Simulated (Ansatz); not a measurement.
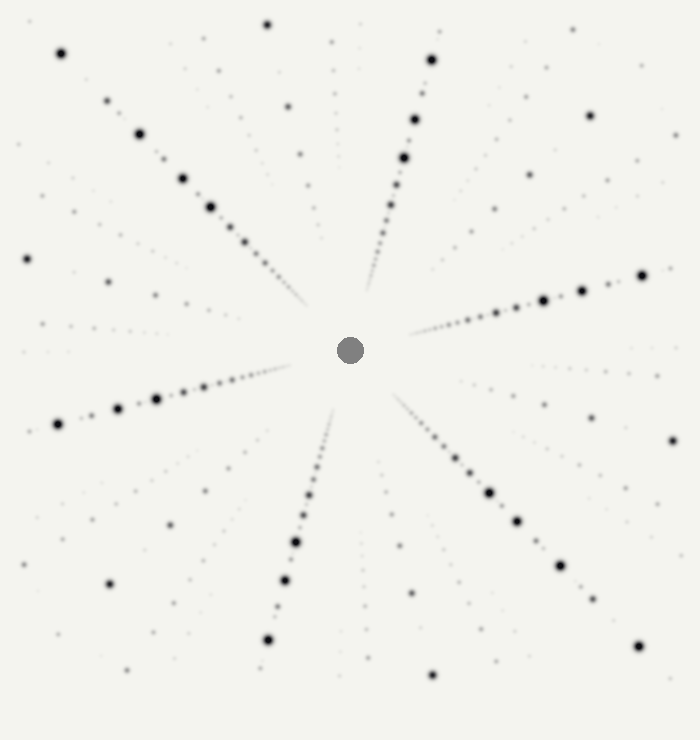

Simulated back-reflection Laue pattern (white X-rays, 0.45 to 2.2 Å, flat plate covering ±45° about the beam, kinematic intensities, seen from the source).

**What symmetry does the pattern show?**

6mm: a sixfold axis with mirror lines.

The crystal is Mg, space group P6_3/mmc (No. 194), a = 3.20 Å, c = 5.15 Å (hexagonal axes). Structure: the end point of a relaxation at fixed volume with DFT r2SCAN, scalar-relativistic, plane waves, PAW in Ansatz 0.2.0.

**Which direction points towards the source?**

[001] or one equivalent to it by a rotation of the Laue group. In Laue class 6/mmm no other family of directions with a member of indices 0 and ±1 has this symmetry.
